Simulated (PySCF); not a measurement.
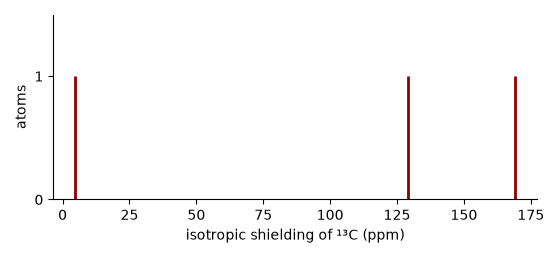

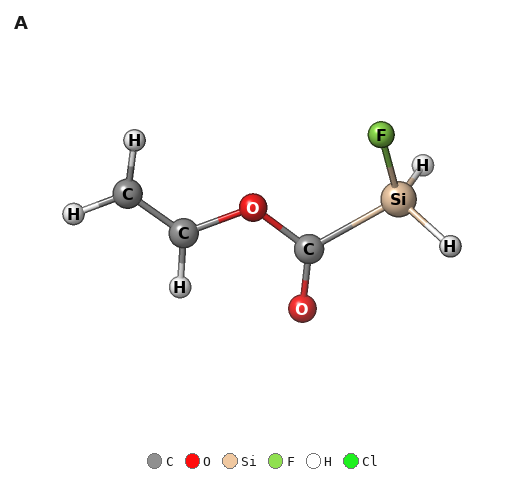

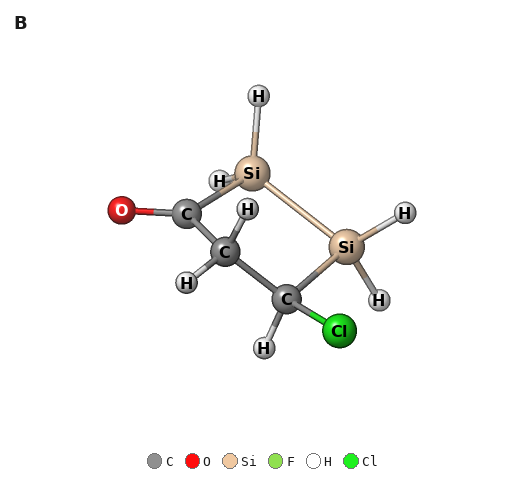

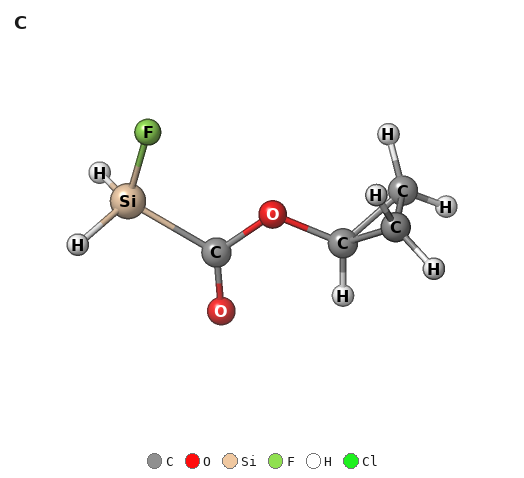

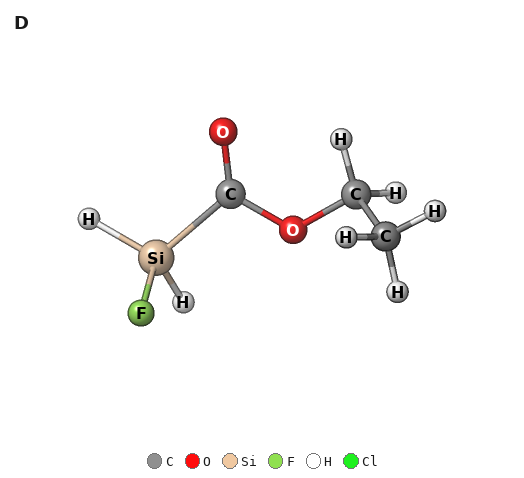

The sticks are computed shieldings of one of the molecules, for one fixed geometry (GFN2-xTB) without averaging over rotations. Low shielding means a high chemical shift. Method: GIAO PBE0/pcSseg-1 NMR shielding, non-relativistic, gas phase (PySCF 2.14.0).

### Match the spectrum to a structure.

D, `CCOC(=O)[SiH2]F`. Its 3 C atoms give lines at 4.7, 129.1, 169.1 ppm.

The geometry is semi-empirical. Around Si such bond lengths and angles can be off by a tenth of an ångström or more and by several degrees, and values that hang on the shape move with them.
